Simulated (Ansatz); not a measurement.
**SiO2: optical spectrum from first principles**

Aim: the dielectric function of SiO2, and the optical constants that follow from it.

Calculated with Ansatz 0.2.0; DFT, PBE, plane-wave PAW, default files, scalar-relativistic, independent-particle optical response without local fields.

### 1. The structure

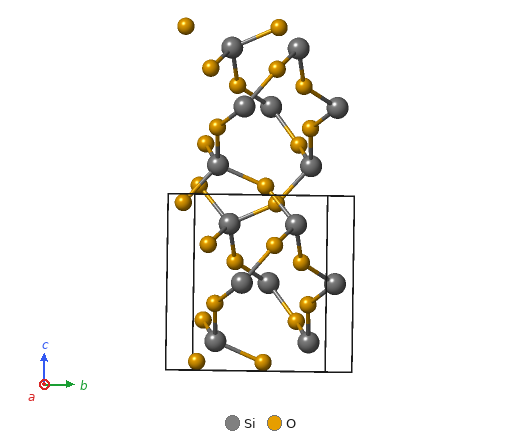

The cell as given, slightly off an axis (silicon grey, oxygen orange). 1×1×2 cells are drawn. This picture shows the conventional cell, with its axes. Bonds to atoms that aren't drawn are left out. Some periodic images of atoms are drawn too.

Structure file:

```cif
data_structure
_symmetry_space_group_name_H-M 'P 1'
_symmetry_Int_Tables_number 1
_cell_length_a 4.9163
_cell_length_b 4.9163
_cell_length_c 5.4070
_cell_angle_alpha 90.000
_cell_angle_beta 90.000
_cell_angle_gamma 60.010
_cell_volume 113.19
loop_
_atom_site_label
_atom_site_type_symbol
_atom_site_fract_x
_atom_site_fract_y
_atom_site_fract_z
_atom_site_occupancy
Si1 Si 0.00000 0.52990 0.83330 1
Si2 Si 0.52995 0.47005 0.50000 1
Si3 Si 0.47010 0.00000 0.16670 1
O4 O 0.73210 0.85400 0.95070 1
O5 O 0.41390 0.73290 0.28530 1
O6 O 0.14600 0.26790 0.04930 1
O7 O 0.58630 0.14640 0.38070 1
O8 O 0.85360 0.41370 0.61930 1
O9 O 0.26710 0.58610 0.71470 1
```

### 2. Ground state and bands

First the ground state: is it a metal or has it a gap?

This step: DFT, PBE, plane-wave PAW, default files, scalar-relativistic, ground state (Ansatz 0.2.0).

Contents of input.yaml:

```yaml
crystal:
  lattice:
    - [4.2573816869, -2.4585013378, 0.0]
    - [4.2573816869, 2.4585013378, 0.0]
    - [0.0, 0.0, 5.407]
  atoms:
    - { symbol: Si, position: [0.0, 0.5299, 0.8333] }
    - { symbol: Si, position: [0.52995, 0.47005, 0.5] }
    - { symbol: Si, position: [0.4701, 0.0, 0.1667] }
    - { symbol: O, position: [0.7321, 0.854, 0.9507] }
    - { symbol: O, position: [0.4139, 0.7329, 0.2853] }
    - { symbol: O, position: [0.146, 0.2679, 0.0493] }
    - { symbol: O, position: [0.5863, 0.1464, 0.3807] }
    - { symbol: O, position: [0.8536, 0.4137, 0.6193] }
    - { symbol: O, position: [0.2671, 0.5861, 0.7147] }
kpoints:
  mp_grid: { grid: [5, 5, 4] }
  band_path:
    path:
      - [[0.0, 0.0, 0.0], [0.3333673, -0.3333673, 0.0], [0.0, -0.5, 0.0], [0.0, -0.5, -0.5], [0.3333673, -0.3333673, -0.5], [0.0, 0.0, -0.5], [0.0, 0.0, 0.0], [-0.5, -0.5, 0.0], [-0.3333673, -0.6666327, 0.0], [-0.3333673, -0.6666327, -0.5], [-0.5, -0.5, -0.5], [-0.5, -0.5, 0.0]]
      - [[0.0, 0.0, -0.5], [-0.5, -0.5, -0.5]]
    npoints: 5
scf:
  occupations: { method: fermi_dirac, width: 0.05 }
  n_extra_bands: 13
hamiltonian:
  xc: pbe
  pseudopotentials: { kind: paw }
output:
  forces: true
  stress: true
  populations: true
  write_bands: true
```

Run with:

```bash
> ansatz run input.yaml --threads 4 --pin off --max-ram 8192MiB --backend cpu --events-out ev --progress --plain --runs-dir out
```

Numbers of over 12 decimals in the logs are rounded to 6 here.

The log of the run:

```text
scf.n_extra_bands = 13 over 24 filled bands (N_el = 48.0): the run solves 37 bands
Engine: ansatz 0.2.0, x86_64-unknown-linux-gnu
Pseudopotentials: kind: paw
Pseudopotential: Si, paw, valence charge 4, recommended cutoff 420 eV (normal), Si.paw.azcp
Pseudopotential: O, paw, valence charge 6, recommended cutoff 420 eV (normal), O.paw.azcp
Functional definition: PBE
  parameter kappa = 0.804
  parameter beta = 0.066725
  exchange = pbe_x(kappa = kappa, mu = beta*pi^2/3)
  correlation = pbe_c(beta = beta)
Crystal: 9 atoms, lattice volume = 113.188 Å³
Basis set: ecut = 420 eV, 2209 PW (Γ), exchange–correlation on 72×72×80 points (8 copies of the dense FFT grid, shifted against one another)
Bands: 37, of which v1, the nominal top of the filled ones, is band 24 counted from 1 (23 counted from 0)
Symmetry: 2 space group operations
Space group: C2 (ITA 5), of the structure as read, at distance tolerance 4.8e-5 Å
k-points: 33 of 100 (time reversal used)
Non-local potential: Si, projectors of the file, l = 0: 2, l = 1: 2, l = 2: 2
Non-local potential: O, projectors of the file, l = 0: 2, l = 1: 2, l = 2: 1
PAW form: soft (Blöchl's): semilocal exchange-correlation on the pseudo side does not see the compensation charge
PAW one-centre angular grid: Si, 110 points (default); XC on 64 Gauss nodes
PAW one-centre angular grid: O, 110 points (default); XC on 64 Gauss nodes
Initial density: superposition of atomic densities (neutral atoms: chi_scale 0, normalization atom), corrected by the library's trained network
Initial wavefunctions: pseudopotential atomic-orbital guess
Functional: x = pbe(κ = 0.804, μ = 0.219515), c = pbe(β = 0.066725)
SCF iter   1: F=—  HF=-5322.118816 eV  |F-HF|=—  |Δ(HF+E_count)|=         —  Δρ=1.31e-3  dr2=9.96e-4  ethr=1.77e-3  ⟨swp⟩=6.3  Hψ=6384  notcnv=0  defer=67
preconditioner: auto → Resta (q_TF=auto, 2.365 Å⁻¹)  ε∞=2.8  [insulator: Δε(μ)=5.997 eV  Ē_g=17.851 eV  σ=0.050 eV  W_gap=1.00  n_scr=22 (ndim 8)  ℏωp=24.2 eV  f_vac=0.113  D(μ)=0.00/eV (n_scr^D=0)  ε∞_Penn≈2.8]
SCF iter   2: F=—  HF=-5322.121392 eV  |F-HF|=—  |Δ(HF+E_count)|=   2.58e-3  Δρ=5.81e-4  dr2=1.20e-4  ethr=2.08e-6  ⟨swp⟩=2.8  Hψ=2645  notcnv=0  defer=139
SCF iter   3: F=—  HF=-5322.121860 eV  |F-HF|=—  |Δ(HF+E_count)|=   4.67e-4  Δρ=2.21e-4  dr2=2.56e-5  ethr=2.51e-7  ⟨swp⟩=2.1  Hψ=1552  notcnv=0  defer=139
SCF iter   4: F=—  HF=-5322.121927 eV  |F-HF|=—  |Δ(HF+E_count)|=   6.73e-5  Δρ=4.09e-5  dr2=1.17e-6  ethr=5.34e-8  ⟨swp⟩=2.0  Hψ=1805  notcnv=0  defer=139
SCF iter   5: F=—  HF=-5322.121929 eV  |F-HF|=—  |Δ(HF+E_count)|=   2.02e-6  Δρ=1.26e-5  dr2=1.97e-7  ethr=2.43e-9  ⟨swp⟩=2.7  Hψ=1893  notcnv=0  defer=139
SCF iter   6: F=-5322.121930 eV  HF=-5322.121930 eV  |F-HF|=7.13e-9  |Δ(HF+E_count)|=   4.82e-7  Δρ=3.49e-6  dr2=1.09e-8  ethr=2.08e-10  ⟨swp⟩=11.6  Hψ=6764  notcnv=0
SCF 1 converged in 6 iterations: F = -5322.121930 eV  dr2 = 1.09e-8
  greatest PAW one-centre occupation: 0.863 electrons in one spin orbital (limit 2), on the O atom at site 8 (counted from 0), in its partial waves of l = 0
NSCF: frozen V_eff on 62 k-points
SCF converged after 6 iterations
Free energy (F): -5322.121930 eV
Harris-Foulkes:  -5322.121930 eV  (|F-HF|=7.13e-9)
Internal energy: -5322.121930 eV  (E = F + TS)
E sigma→0 (E₀):  -5322.121930 eV
Fermi energy:    5.601458 eV
--- Per-component energies (eV) ---
  E_band       = -205.533601
  E_kinetic    = 1210.988616
  E_local      = -2957.770773  (includes V_loc(G=0)·N_el)
  E_nonlocal   = 361.523025
  E_hartree    = 1061.337621
  E_xc         = -613.753899
  E_vxc        = -712.526330  (∫ρ·V_xc dr)
  E_paw        = -2494.342748  (= ΣΔE_a)
  E_vpaw       = -230.440315  (= ΣTr[D̂ρ^β])
  E_aug_tail   = 0.015661  (compensation charges beyond the density's cutoff)
  E_ewald      = -1890.119432
  E_smearing   = -0.000000  (= −TS)
  E_closure    = -0.000000  (closes the sum)
  Σ components = -5322.121930   (vs F -5322.121930, Δ=0.00e0)
--- Forces (eV/Å), atoms counted from 1 ---
  atom   1  Si    -0.11165295    -0.08416280     0.14009122
  atom   2  Si     0.00000000     0.07643047    -0.00000000
  atom   3  Si     0.11165295    -0.08416280    -0.14009122
  atom   4  O      0.25299836     0.31991662     0.00347272
  atom   5  O     -0.40547382     0.07172271    -0.04544349
  atom   6  O     -0.25299836     0.31991662    -0.00347272
  atom   7  O      0.04039655    -0.34569045     0.19120437
  atom   8  O     -0.04039655    -0.34569045    -0.19120437
  atom   9  O      0.40547382     0.07172271     0.04544349
  max |Σ_I F_I| component: 2.62e-6 eV/Å
--- Stress (GPa, compression-positive) ---
        7.345937       0.000000       0.226639
        0.000000       6.918917      -0.000000
        0.226657      -0.000000       6.720243
  P = ⅓ Tr σ = 6.9950 GPa (69.950 kbar)
--- Band table (eV; the first three rows and the last of 33) ---
  k-point 0: bands = [... 20 lower, 1.5435, 1.8414, 2.2095, 2.2216, 8.5258, 11.8282, 11.8463, 12.3187, ... 9 higher]
  k-point 1: bands = [... 20 lower, 1.4594, 1.9947, 2.3105, 2.4366, 9.1252, 11.7078, 11.7621, 11.8018, ... 9 higher]
  k-point 2: bands = [... 20 lower, 1.3252, 2.3154, 2.3168, 2.4474, 10.4816, 10.4830, 11.5911, 12.2797, ... 9 higher]
  k-point 32: bands = [... 20 lower, 1.6610, 1.7184, 1.9053, 2.1613, 11.4938, 12.1591, 12.3293, 12.4191, ... 9 higher]
--- Löwdin populations: 9 sites ---
  site symbol       q [e]
     0     Si      2.2001
     1     Si      2.1997
     2     Si      2.2001
     3      O      6.7920
     4      O      6.7916
     5      O      6.7920
     6      O      6.7919
     7      O      6.7919
     8      O      6.7916
  spilling = 0.013526 (of n_electrons = 48.000000)
```

Wall time 10 s (4 threads of Intel Xeon Platinum 8488C (Sapphire Rapids), shared host); peak memory 0.63 GiB.

Numbers from this step:

* free energy: -5322.1219 eV
* Fermi energy: 5.601 eV
* gap by band count: 6.000 eV
* electrons: 48
* symmetry operations: 2
* pressure: 6.995 GPa
* gap on the k-mesh: 6.000 eV
* volume: 113.2 Å³
* gap on the path: 5.989 eV
* least direct gap on the path: 6.304 eV

There is a gap, 5.99 eV on the path, so no carriers' term is needed. The cell is left with a pressure of 7.0 GPa and forces up to 0.41 eV/Å, as it stands unrelaxed at this level.

The electronic bands at the labelled points (eV, zero at the Fermi level; v1 is the highest filled band, c1 the lowest empty one):

| point | v4 | v3 | v2 | v1 | c1 | c2 | c3 | c4 |
| --- | --- | --- | --- | --- | --- | --- | --- | --- |
| Γ | -4.06 | -3.76 | -3.39 | -3.38 | 2.92 | 6.23 | 6.25 | 6.72 |
| X | -4.29 | -3.50 | -3.50 | -3.06 | 5.85 | 5.86 | 6.35 | 7.31 |
| S | -4.09 | -3.85 | -3.33 | -3.10 | 5.19 | 5.93 | 6.64 | 6.67 |
| R | -3.95 | -3.90 | -3.67 | -3.26 | 5.85 | 6.32 | 6.61 | 6.77 |
| A | -4.00 | -3.83 | -3.66 | -3.65 | 5.94 | 6.73 | 6.75 | 7.01 |
| Z | -4.28 | -3.29 | -3.29 | -3.15 | 4.88 | 4.88 | 5.99 | 6.68 |
| Γ | -4.06 | -3.76 | -3.39 | -3.38 | 2.92 | 6.23 | 6.25 | 6.72 |
| Y | -4.09 | -3.84 | -3.33 | -3.11 | 5.19 | 5.92 | 6.64 | 6.66 |
| X1 | -4.29 | -3.50 | -3.50 | -3.06 | 5.85 | 5.86 | 6.35 | 7.31 |
| A1 | -4.00 | -3.83 | -3.66 | -3.65 | 5.94 | 6.73 | 6.75 | 7.01 |
| T | -3.95 | -3.91 | -3.67 | -3.25 | 5.85 | 6.33 | 6.60 | 6.76 |
| Y | -4.09 | -3.84 | -3.33 | -3.11 | 5.19 | 5.92 | 6.64 | 6.66 |
| jump to Z | -4.28 | -3.29 | -3.29 | -3.15 | 4.88 | 4.88 | 5.99 | 6.68 |
| T | -3.95 | -3.91 | -3.67 | -3.25 | 5.85 | 6.33 | 6.60 | 6.76 |

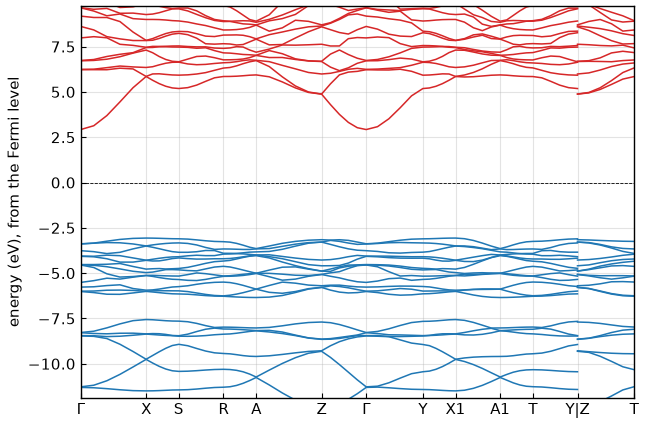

Electronic bands along the path; lines of filled and empty bands in two colours.

### 3. Spectrum

With the density converged, the vertical transitions are summed over the zone.

This step: DFT, PBE, plane-wave PAW, default files, scalar-relativistic, independent-particle optical response without local fields (Ansatz 0.2.0).

input.yaml, the sections that differ from step 2:

```yaml
kpoints:
  mp_grid: { grid: [5, 5, 4] }
scf:
  occupations: { method: fixed }
output:
  optics:
    e_range: [0, 14]
    de: 0.05
    sigma: 0.1
    nscf_kmesh: { grid: [6, 6, 4] }
    bands: { spectra_wanted_up_to: 14 }
# crystal, hamiltonian: as in step 2
```

The log of the run:

```text
[...]
Crystal: 9 atoms, lattice volume = 113.188 Å³
Basis set: ecut = 420 eV, 2209 PW (Γ)
Bands: 33, of which v1, the nominal top of the filled ones, is band 24 counted from 1 (23 counted from 0)
Symmetry: 2 space group operations
[...]
k-points: 33 of 100 (time reversal used)
[...]
SCF iter   1: F=—  HF=-5322.119865 eV  |F-HF|=—  |Δ(HF+E_count)|=         —  Δρ=1.31e-3  dr2=1.02e-3  ethr=1.77e-3  ⟨swp⟩=4.9  Hψ=4963  notcnv=0  defer=207
[...]
SCF iter  10: F=-5322.122128 eV  HF=-5322.122128 eV  |F-HF|=3.64e-12  |Δ(HF+E_count)|=  7.28e-12  Δρ=1.97e-8  dr2=3.34e-13  ethr=1.00e-12  ⟨swp⟩=12.0  Hψ=4533  notcnv=0
SCF 1 converged in 10 iterations: F = -5322.122128 eV  dr2 = 3.34e-13
[...]
NSCF: frozen V_eff on 47 k-points
[...]
output.optics: what the bands over the 57 summed would add to eps1, eps2 and the energy-loss function is held between a lower and an upper bound (7 Lanczos steps). eps1, eps2 and their loss function (loss_summed_bands) are given on every row as the summed bands alone make them. Along an axis, on a row where the two bounds hold the loss function to about 1 % of the greater of itself and 0.5 % of |1/eps|, its cell (loss_completed) is given, with the completed eps1 and eps2 that it is formed of (a cell that is left empty reads nan in the table and null in the record). The two bounds hold it so along every axis on all 281 rows up to 14.000 eV. [rest of the remark cut]
SCF converged after 10 iterations
Free energy (F): -5322.122128 eV
[...]
Internal energy: -5322.122128 eV  (E = F + TS)
E sigma→0 (E₀):  -5322.122128 eV
Fermi energy:    2.525380 eV
[...]
--- Band table (eV; the first three rows and the last of 33) ---
  k-point 0: bands = [... 20 lower, 1.5434, 1.8414, 2.2095, 2.2216, 8.5258, 11.8282, 11.8462, 12.3187, ... 5 higher]
  k-point 1: bands = [... 20 lower, 1.4594, 1.9947, 2.3105, 2.4366, 9.1252, 11.7077, 11.7621, 11.8018, ... 5 higher]
  k-point 2: bands = [... 20 lower, 1.3252, 2.3154, 2.3168, 2.4474, 10.4816, 10.4830, 11.5910, 12.2797, ... 5 higher]
  k-point 32: bands = [... 20 lower, 1.6610, 1.7184, 1.9053, 2.1612, 11.4937, 12.1591, 12.3293, 12.4191, ... 5 higher]
```

Wall time 35 s (4 threads); peak memory 1.6 GiB; 2.3 min of CPU time.

Read-outs, printed or worked out from the files:

| Item | Value |
| --- | --- |
| electronic dielectric constant ε∞, mean over x, y and z (by symmetry where fewer were run) | 2.567 |
| absorption onset, first axis (α over 10⁴ cm⁻¹, or the direct gap if that lies higher) | 7.372 eV |
| main peak of Im epsilon, first axis | 10.30 eV |
| least direct gap on the mesh | 6.304 eV |
| bands summed | 57 |
| spectra valid up to | 22.47 eV |
| program's estimate of the k-sum error in Im epsilon | 0.12 % |
| electrons in the f-sum | 25.30 |

The Im ε has structure finer than the step of the table below, so its rows give means over 1 eV, whole bins alone (the curve runs from 0 to 14 eV). Peaks (eV: height): E ∥ x 10.3: 3.92, 12.3: 2.79; E ∥ y 10.3: 3.88, 12.3: 2.80; E ∥ z 9.9: 3.64, 10.9: 3.05, 11.8: 3.33, 12.9: 2.81.

Im ε against photon energy; means over each step:

```
photon energy (eV)   E ∥ x   E ∥ y   E ∥ z
                 5       0       0       0
                 6  3.5e-4  4.5e-4  4.1e-5
                 7  0.0254  0.0266  0.0189
                 8   0.574   0.574   0.605
                 9    1.44    1.45    1.86
                10    3.23    3.22    3.12
                11    2.89    2.93    2.50
                12    2.52    2.52    2.53
                13    2.30    2.30    2.38
```

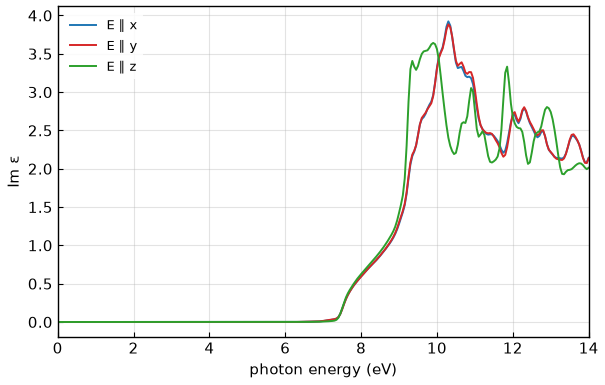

Im ε against photon energy.

The Re ε by photon energy:

| photon energy (eV) | E ∥ x | E ∥ y | E ∥ z |
| --- | --- | --- | --- |
| 0 | 2.56 | 2.56 | 2.58 |
| 1 | 2.57 | 2.57 | 2.59 |
| 2 | 2.6 | 2.60 | 2.62 |
| 3 | 2.65 | 2.65 | 2.67 |
| 4 | 2.74 | 2.74 | 2.76 |
| 5 | 2.86 | 2.87 | 2.89 |
| 6 | 3.07 | 3.07 | 3.10 |
| 7 | 3.46 | 3.46 | 3.50 |
| 8 | 4.03 | 4.04 | 4.13 |
| 9 | 4.58 | 4.59 | 4.96 |
| 10 | 4.12 | 4.12 | 2.52 |
| 11 | 1.75 | 1.71 | 1.95 |
| 12 | 2.19 | 2.25 | 1.71 |
| 13 | 1.53 | 1.51 | 1.45 |
| 14 | 1.78 | 1.77 | 1.91 |

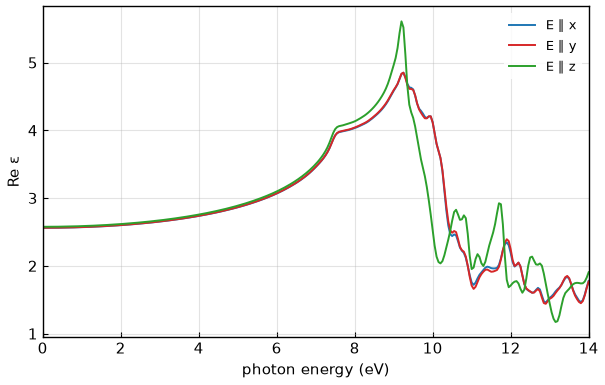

Re ε against photon energy.

The reflectivity at normal incidence has structure finer than the step of the table below, so its rows give means over 1 eV, whole bins alone (the curve runs from 0 to 14 eV). Peaks (eV: height): E ∥ x 10.3: 19.7, 12.3: 14.8, 13.6: 13.0; E ∥ y 10.3: 19.6, 12.3: 14.9, 13.6: 13.2; E ∥ z 9.3: 19.9, 10.9: 15.9, 11.8: 17.4, 13.0: 15.2.

The reflectivity at normal incidence by photon energy; means over each step:

| photon energy (eV) | E ∥ x (%) | E ∥ y (%) | E ∥ z (%) |
| --- | --- | --- | --- |
| 1 | 5.37 | 5.38 | 5.44 |
| 2 | 5.50 | 5.51 | 5.57 |
| 3 | 5.73 | 5.73 | 5.80 |
| 4 | 6.08 | 6.09 | 6.17 |
| 5 | 6.62 | 6.63 | 6.72 |
| 6 | 7.48 | 7.50 | 7.61 |
| 7 | 9.16 | 9.17 | 9.37 |
| 8 | 11.6 | 11.6 | 12.0 |
| 9 | 14.4 | 14.5 | 16.1 |
| 10 | 18.0 | 18.0 | 16.3 |
| 11 | 15.2 | 15.4 | 13.3 |
| 12 | 13.3 | 13.3 | 13.5 |
| 13 | 12.3 | 12.3 | 12.9 |

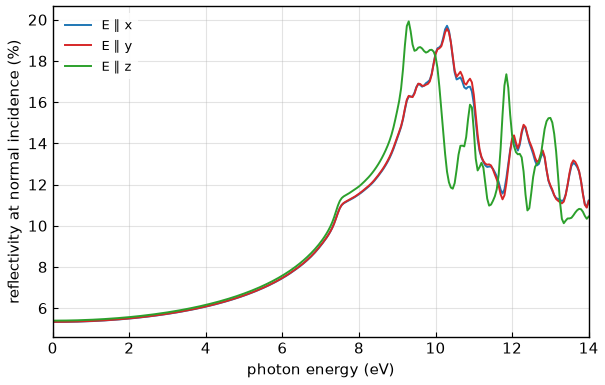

Reflectivity at normal incidence against photon energy.

The loss function −Im 1/ε at q → 0 has structure finer than the step of the table below, so its rows give means over 1 eV, whole bins alone (the curve runs from 0 to 14 eV). Peaks (eV: height): E ∥ x 11.1: 0.262, 12.9: 0.309, 13.8: 0.314; E ∥ y 11.1: 0.267, 12.9: 0.311, 13.8: 0.316; E ∥ z 10.2: 0.236, 11.3: 0.248, 12.3: 0.292, 13.2: 0.355.

Table of loss function −Im 1/ε at q → 0 by energy loss; means over each step:

```csv
energy loss (eV),E ∥ x,E ∥ y,E ∥ z
5,0,0,0
6,3.5e-5,4.4e-5,3.9e-6
7,0.00185,0.00195,0.00128
8,0.0338,0.0337,0.0338
9,0.0613,0.0617,0.0650
10,0.130,0.129,0.181
11,0.233,0.233,0.212
12,0.242,0.242,0.237
13,0.289,0.290,0.285
```

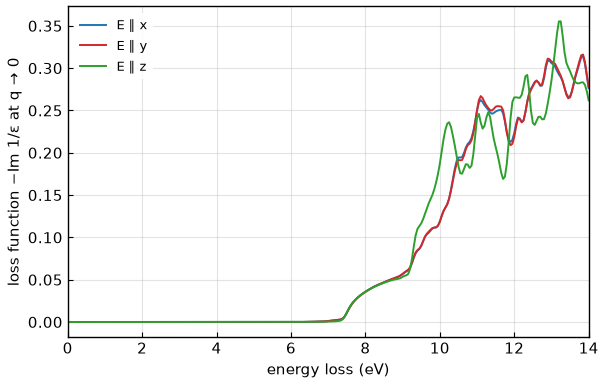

Loss function −Im 1/ε at q → 0 against energy loss.

Values under 1 per cm are given as 1. Absorption coefficient against photon energy:

| photon energy (eV) | E ∥ x (1/cm) | E ∥ y (1/cm) | E ∥ z (1/cm) |
| --- | --- | --- | --- |
| 0 | 1 | 1 | 1 |
| 1 | 1 | 1 | 1 |
| 2 | 1 | 1 | 1 |
| 3 | 1 | 1 | 1 |
| 4 | 1 | 1 | 1 |
| 5 | 1 | 1 | 1 |
| 6 | 1 | 1 | 1 |
| 7 | 2395 | 2761 | 1104 |
| 8 | 1.2e5 | 1.2e5 | 1.2e5 |
| 9 | 2.7e5 | 2.7e5 | 2.9e5 |
| 10 | 7.8e5 | 7.7e5 | 9.7e5 |
| 11 | 1.0e6 | 1.0e6 | 9.4e5 |
| 12 | 9.8e5 | 9.7e5 | 1.0e6 |
| 13 | 1.0e6 | 1.0e6 | 1.2e6 |
| 14 | 1.0e6 | 1.0e6 | 9.3e5 |

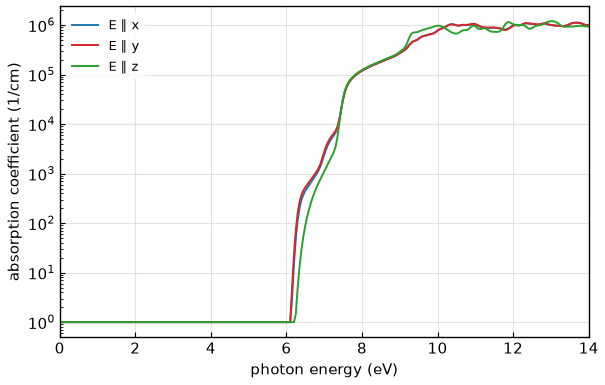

Absorption coefficient, plotted against photon energy.

From ε follow the optical constants at some laser and lamp lines:

```
wavelength (nm)   n x    k x  R (%) x      1/α x   n y    k y  R (%) y      1/α y
           1550  1.60  0.000      5.4  over 1 mm  1.60  0.000      5.4  over 1 mm
           1064  1.60  0.000      5.4  over 1 mm  1.60  0.000      5.4  over 1 mm
            800  1.61  0.000      5.4  over 1 mm  1.61  0.000      5.4  over 1 mm
            633  1.61  0.000      5.5  over 1 mm  1.61  0.000      5.5  over 1 mm
            405  1.63  0.000      5.7  over 1 mm  1.63  0.000      5.7  over 1 mm
            308  1.65  0.000      6.1  over 1 mm  1.66  0.000      6.1  over 1 mm
            248  1.69  0.000      6.6  over 1 mm  1.69  0.000      6.6  over 1 mm
```

A film 1 µm thick would pass 89 % of daylight and look colourless in transmission (x = 0.313, y = 0.329).

The f-sum over the summed bands holds 25.3 of the cell's 48 electrons outside the frozen cores, 12 of which lie in bands more than 12 eV below the Fermi level, whose transitions come at higher energies. Up to 14 eV the strength has a mean oscillator energy of 11.1 eV, and these transitions give 53 % of ε∞ − 1 along x; the rest comes from higher ones.

(Part 1 of 2 ends here.)

[Logs are printed without paths, hosts, clocks, repeated set-up lines and the standing remarks that a program may print on its own settings, such as how far it seeks lower states.]

[Hosts, paths, dates, database ids (printed as entryN), source tags and the programs' standing remarks are cut or masked in the printed files.]
